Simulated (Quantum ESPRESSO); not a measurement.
Band structure of Al₃Sc (Pm-3m, 4 atoms in the cell).

```
CELL_PARAMETERS angstrom
      4.16847     0.00000     0.00000
      0.00000     4.16847     0.00000
      0.00000     0.00000     4.16847
ATOMIC_POSITIONS crystal
  Sc 0.00000 0.00000 0.00000
  Al 0.00000 0.50000 0.50000
  Al 0.50000 0.00000 0.50000
  Al 0.50000 0.50000 0.00000
```

Computed with PBE, GBRV 1.5 ultrasoft (PBE) pseudopotentials (plane waves; Quantum ESPRESSO).

Settings: ecutwfc = 50 Ry; ecutrho = 400 Ry; occupations = smearing; smearing = marzari-vanderbilt; degauss = 0.0099958 Ry; potentials = {Sc: sc_pbe_v1.uspp.F.UPF, Al: al_pbe_v1.uspp.F.UPF}; K_POINTS = automatic 6 6 6 0 0 0; nbnd = 16; conv_thr = 1e-10 Ry.

The starting cell has typed, rounded lattice constants, without a prior relaxation at this level. Its lattice was rescaled by a random factor within 2.5 % of one.

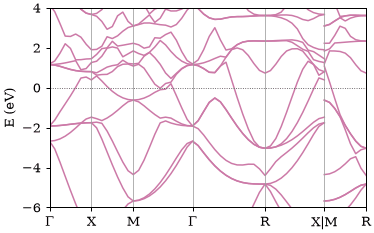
*Bands along the path, energies from the Fermi level.*

Levels in eV from the Fermi level, bands 7 to 14:
| point | 7 | 8 | 9 | 10 | 11 | 12 | 13 | 14 |
|---|---|---|---|---|---|---|---|---|
| Γ | -2.68 | -1.92 | -1.92 | -1.92 | 1.16 | 1.16 | 1.16 | 1.19 |
| X | -1.75 | -1.75 | -1.48 | 0.39 | 0.81 | 0.81 | 1.26 | 1.45 |
| M | -5.67 | -4.35 | -0.62 | -0.62 | 1.08 | 1.19 | 1.84 | 2.23 |
| R | -4.83 | -4.40 | -3.03 | -3.03 | -3.03 | 0.73 | 2.34 | 2.34 |

Bands cross the Fermi level along this path, so the cell is metallic at this level.
